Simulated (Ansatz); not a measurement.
**Two runs on MoH2O4**

System: MoH2O4 (MoO2(OH)2).
Method of the first run: RKS PBE0-D4/def2-TZVP (Ansatz 0.2.0).

The geometry comes from this level: PBE0-D4/def2-SVP. Text and figures count atoms from 1; the logs count them from 0 in places.

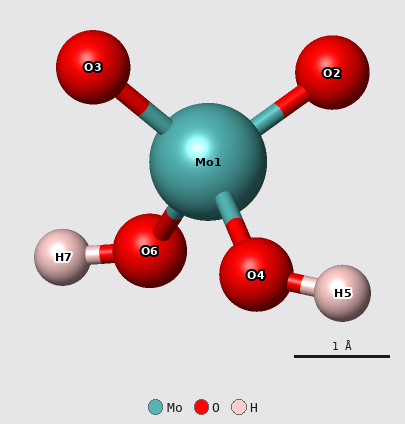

Fig. 1: The structure as given in the input (ball-and-stick view, seen at a tilt; atoms are numbered from 1 in the order of the input). Sticks mark near contacts. Bond lengths as drawn: H–O 0.96 Å and Mo–O 1.67 to 1.86 Å.

## The input, the first run
```yaml
crystal:
  periodic: [false, false, false]
  atoms:
    - {symbol: Mo, position_ang: [0.286251, 0.071994, 0.221820]}
    - {symbol: O, position_ang: [0.178428, 0.616928, 1.800347]}
    - {symbol: O, position_ang: [1.899845, -0.093942, -0.189413]}
    - {symbol: O, position_ang: [-0.504088, 1.305186, -0.931630]}
    - {symbol: H, position_ang: [-1.063538, 2.046622, -0.672070]}
    - {symbol: O, position_ang: [-0.574946, -1.576678, 0.095169]}
    - {symbol: H, position_ang: [-0.221941, -2.370101, -0.324233]}
basis:
  gaussian: {orbitals: def2-TZVP, initial_orbitals: start.molden}
hamiltonian: {xc: pbe0, dispersion: d4}
scf: {omitted_lower_state_checks: [starts]}
output: {orbitals: {seedname: orbitals}}
```

Launched with:
```bash
ansatz run in.yaml --threads 4 --pin off --events-out ev --progress --plain --max-ram 3916MiB
```

Hardware: 4 threads of Arm Neoverse V2, 23 GiB of memory available, shared host.

## Output (the first run)
```
Functional definition: PBE0
  parameter a = 0.25
  parameter kappa = 0.804
  parameter beta = 0.06672455060314922
  exchange = (1 - a)*pbe_x(kappa = kappa, mu = beta*pi^2/3) + a*exact_x
  correlation = pbe_c(beta = beta)
these checks for a lower state are left out or cut short: starts
1070 factors; their error is unknown
mean field evaluation 1: about -10071.4637 eV, gradient 1.8e2 eV
mean field evaluation 2: about -10075.6932 eV, gradient 4.4e0 eV
mean field evaluation 4: about -10075.8302 eV, gradient 3.8e-1 eV
mean field evaluation 8: about -10075.8304 eV, gradient 1.5e-5 eV
mean field -10075.83037897 eV, -370.2799367840 hartree, gradient 1.5e-5 eV, S^2 0.000000; 0 other end points of the search recorded, 0 dependent functions left out
reference -10075.83042307 eV, -370.2799384047 hartree; 24, 24 occupied and 152, 152 virtual orbitals, 1070 factors
Total energy: -10075.96835414 eV, -370.2850072779 hartree
Checks for a lower state left out: starts
```

The input of the second run differs as follows (lines with − go, lines with + come):
```diff
-hamiltonian: {xc: pbe0, dispersion: d4}
+hamiltonian: {xc: {name: r2SCAN0}, dispersion: d4}
```

Predict how the results change.

The total energies belong to different models, so their difference says nothing on which is more stable or more accurate. The HOMO goes from −9.17 to −9.45 eV.

## Output (the second run)
```
Functional definition: r2SCAN0
  parameter a = 0.25
  parameter k0 = 0.174
  parameter k1 = 0.065
  parameter a1 = 4.9479
  exchange = (1 - a)*r2scan_x(k0 = k0, k1 = k1, a1 = a1) + a*exact_x
  correlation = r2scan_c
these checks for a lower state are left out or cut short: starts
1070 factors; their error is unknown
mean field evaluation 1: about -10078.7793 eV, gradient 6.1e0 eV
mean field evaluation 2: about -10078.8127 eV, gradient 4.4e-2 eV
mean field evaluation 4: about -10078.9107 eV, gradient 1.7e-4 eV
mean field -10078.91073512 eV, -370.3931377845 hartree, gradient 2.2e-5 eV, S^2 0.000000; 0 other end points of the search recorded, 0 dependent functions left out
reference -10078.91074909 eV, -370.3931382979 hartree; 24, 24 occupied and 152, 152 virtual orbitals, 1070 factors
Total energy: -10078.95592825 eV, -370.3947986013 hartree
Checks for a lower state left out: starts
```

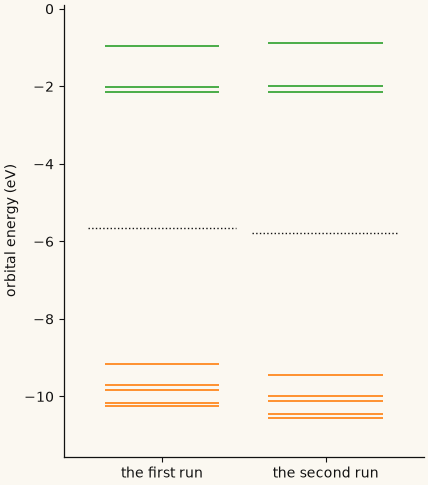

Fig. 2: The five highest filled and three lowest empty orbital energies of the two runs; the dotted lines part filled from empty levels. The HOMO–LUMO gap is 7.02 eV in the first run and 7.31 eV in the second run.

## The two runs side by side

```csv
quantity,the first run,the second run
outcome,converged,converged
total energy (hartree),−370.285007,−370.394799
HOMO (eV),−9.17,−9.45
LUMO (eV),−2.15,−2.13
basis functions,176,176
wall time (shared host),1.9 s,3.6 s
```
